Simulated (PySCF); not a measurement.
Frequency calculation of Cu2S

System: Cu2S.
Method: RKS-based PBE, S def2-TZVP, Cu def2-TZVP; non-relativistic Hamiltonian; density fitting (PySCF 2.14.0).

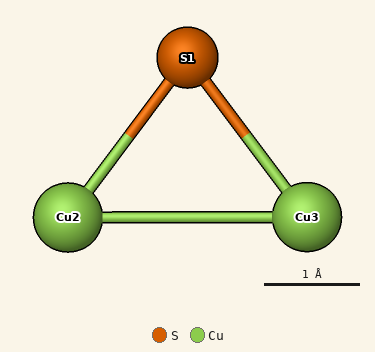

The structure as given in the input (ball-and-stick view, seen on its broad side; atoms are numbered from 1 in the order of the input). Sticks mark near contacts. Bond lengths as drawn: Cu–Cu 2.52 Å and Cu–S 2.10 Å.

**Input file**
```python
from pyscf import gto, scf, dft
mol = gto.M(atom='''
S      0.000000     0.000000    -1.341514
Cu     1.259492     0.000000     0.340432
Cu    -1.259492     0.000000     0.340432''',
    basis={'S': 'def2-TZVP', 'Cu': 'def2-TZVP'},
    charge=0, spin=0)
mf = dft.RKS(mol, xc='PBE')
mf.grids.atom_grid = (75, 302)
aux = {'S': 'def2-universal-JKFIT', 'Cu': 'def2-universal-JKFIT'}
mf = mf.density_fit(auxbasis=aux)
mf.conv_tol = 1e-09
mf.diis_space = 10
mf.max_cycle = 60
mf.verbose = 4
mf.kernel()
```

The script is an equivalent of the set-up of the self-consistent field. The run itself was carried out by a driver, which started from the orbitals of the step before it where there was one and computed the further properties.

Run as:
```bash
OMP_NUM_THREADS=4 python axn.py task.json out
```

**Output**
```
init E= -3678.6523236112
  HOMO = -0.174026865574135  LUMO = -0.124999467449413  gap/eV = 1.33410
cycle= 1 E= -3678.65232360892  delta_E= 2.29e-09  |g|= 0.000127  |ddm|= 0.000101
  HOMO = -0.174023369162892  LUMO = -0.125004377826951  gap/eV = 1.33387
cycle= 2 E= -3678.65232356946  delta_E= 3.95e-08  |g|= 0.000571  |ddm|= 0.000383
  HOMO = -0.174023716361487  LUMO = -0.124999876894993  gap/eV = 1.33401
cycle= 3 E= -3678.65232361098  delta_E= -4.15e-08  |g|= 3.47e-05  |ddm|= 0.000276
  HOMO = -0.174025647962646  LUMO = -0.12500028946954  gap/eV = 1.33405
cycle= 4 E= -3678.65232361135  delta_E= -3.71e-10  |g|= 5.55e-06  |ddm|= 3.88e-05
  HOMO = -0.174025698626274  LUMO = -0.125000294454107  gap/eV = 1.33405
cycle= 5 E= -3678.65232361135  delta_E= -1.82e-12  |g|= 5.87e-07  |ddm|= 2.61e-06
  HOMO = -0.17402562058115  LUMO = -0.125000224149002  gap/eV = 1.33405
Extra cycle  E= -3678.65232361134  delta_E= 3.64e-12  |g|= 2.37e-06  |ddm|= 1.59e-06
converged SCF energy = -3678.65232361134
```

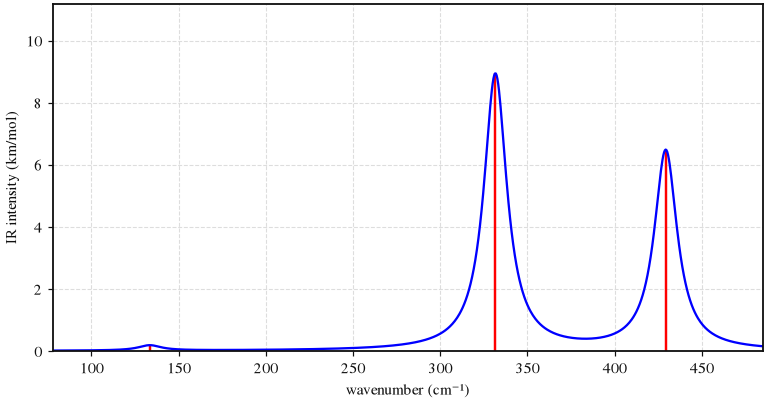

Harmonic infrared spectrum, unscaled: sticks (degenerate modes added up, dark ones marked on the axis) with a Lorentzian envelope of 16 cm⁻¹ full width, scaled to the tallest stick. 3 modes from 133 to 429 cm⁻¹, none imaginary. The strongest line is at 332 cm⁻¹ (8.9 km/mol). All modes, in cm⁻¹ (km/mol): 133 (0.2), 332 (8.9), 429 (6.5).

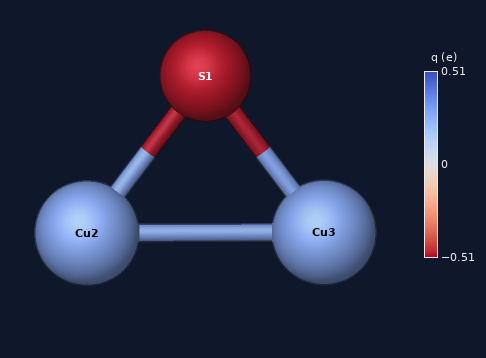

Mulliken charges, as the colour of each atom (ball-and-stick view, seen at a tilt; atoms are numbered from 1 in the order of the input). By element: S −0.49 and Cu +0.24 e.

**Key numbers**

- outcome: converged
- total energy: −3678.652324 hartree
- HOMO: −4.74 eV
- LUMO: −3.40 eV
- zero-point energy: 0.002037 hartree
- dipole moment: 4.06 D
- wavenumbers, lowest and highest: 133 and 429 cm⁻¹
- hardware: 4 threads of Intel Xeon @ 2.50GHz (Skylake/Cascade Lake), 189 GiB of memory available, shared host
- wall time: 67 s (CPU time 4 min)
- peak memory: 0.92 GiB
